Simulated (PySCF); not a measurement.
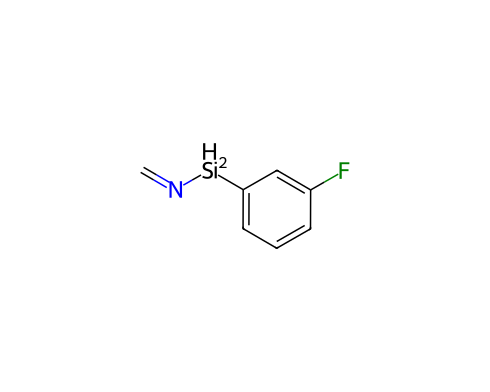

The picture comes from a calculation with PySCF.

2D structure.

**Write the SMILES.**

C=N[SiH2]c1cccc(F)c1

**What is the molecular formula?**

C7H8FNSi.

**An optimisation with PBE0-D3(BJ)/def2-SVP gave a structure of which point group?**

C1. Other conformers may differ.
